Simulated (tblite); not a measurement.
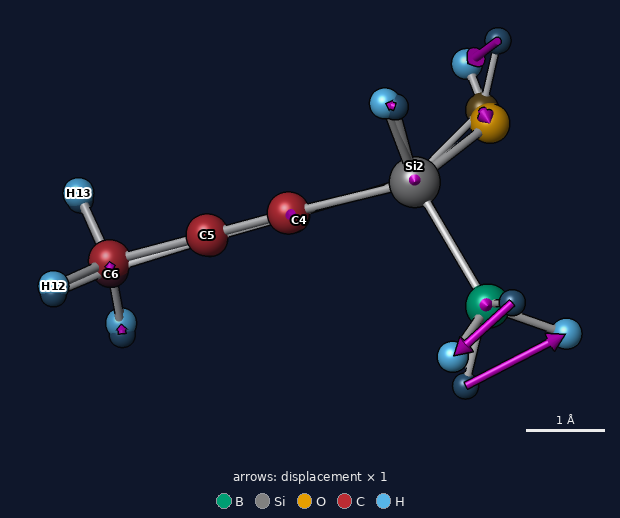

A relaxation of C3H7BOSi. The starting structure is drawn faded, the final one solid; purple arrows show the displacements, at their true length. The two geometries are superimposed by the best rigid fit.

The picture is a ball-and-stick view, seen at a tilt.

Theory: tblite, GFN2-xTB geometry optimisation, gas phase. 

**Which element moves most?**

Hydrogen: up to 1.48 Å, against 0.26 Å for oxygen.

**What did the optimiser do to the structure, and how much energy did it gain?**

An H atom moves most after the best rigid fit: 1.48 Å. By element the largest moves are H 1.48 Å, O 0.26 Å, B 0.15 Å, C 0.12 Å, Si 0.12 Å. Near-neighbour distances that change, for instance: O–Si 1.695 → 1.644 Å, C–H 1.131 → 1.090 Å, B–H 1.202 → 1.168 Å, C–Si 1.833 → 1.865 Å. Bond angles that change, for instance: Si–O–H 109.3° → 121.5°, C–Si–H 110.4° → 102.7°, B–Si–H 111.6° → 118.0°. Groups turn about O–Si by about 65°. The energy falls by 9.75 kcal/mol in 158 geometry steps. Cost: 1.4 s on 1 thread of AMD EPYC 7R43 64-Core Processor, with other jobs on the host.
